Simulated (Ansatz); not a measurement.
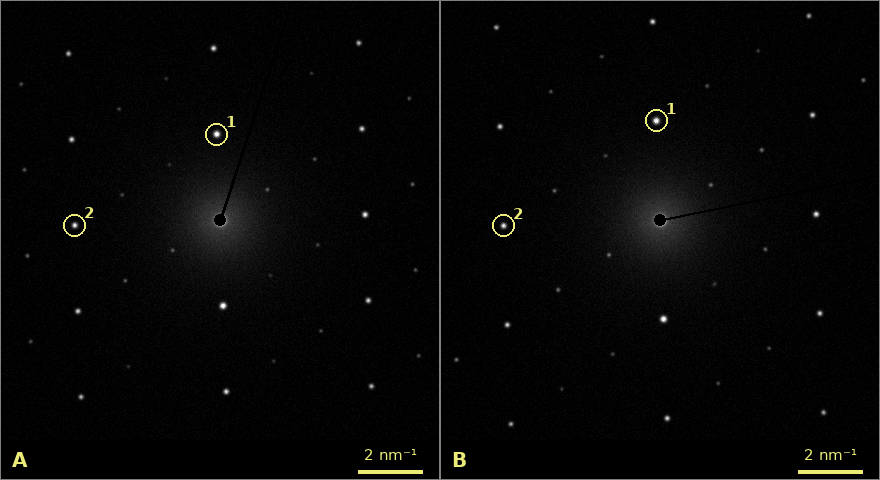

Kinematic electron diffraction patterns (200 kV, B = 0.5 Å², same scale) along [1-10] of the run's own cell, for the start and the end of one relaxation of Rb3H2 with Ansatz 0.2.0, DFT PBE, scalar-relativistic, plane waves, PAW. k mesh 6×6×6. The start is a generated model structure, and the relaxation ends in the nearest stationary point of its symmetry, not necessarily the ground state. Spot 1 is -2 -2 -2 and spot 2 is 1 1 -2 in both.

Start structure:

```
CELL_PARAMETERS angstrom
3.52179 2.03330 6.41018
-3.52179 2.03330 6.41018
0.00000 -4.06661 6.41018
ATOMIC_POSITIONS crystal
Rb 0.05625 0.44375 0.75000
Rb 0.75000 0.05625 0.44375
Rb 0.44375 0.75000 0.05625
Rb 0.94375 0.55625 0.25000
Rb 0.25000 0.94375 0.55625
Rb 0.55625 0.25000 0.94375
H 0.85218 0.85218 0.85218
H 0.64782 0.64782 0.64782
H 0.14782 0.14782 0.14782
H 0.35218 0.35218 0.35218
```

### Which pattern belongs to the start structure, and which to the relaxed one?

B is the start: its cell gives d(1) = 3.205 Å, d(2) = 2.033 Å and an angle of 90.0°. A is the relaxed structure, with d(1) = 3.703 Å (+15.5 %), d(2) = 2.189 Å (+7.7 %) and 90.0°.

### What did the relaxation do to the structure and the energy?

The volume changed by +33.9 % to 36.87 Å³ an atom; with the mean shift removed, the atoms moved by up to 0.43 Å relative to the cell (H most); the space group stayed R-3c (No. 167); the free energy fell by 120 meV an atom. Relaxed cell: a = 8.602 Å, b = 8.602 Å, c = 8.602 Å, α = 52.30°, β = 52.30°, γ = 52.30°.
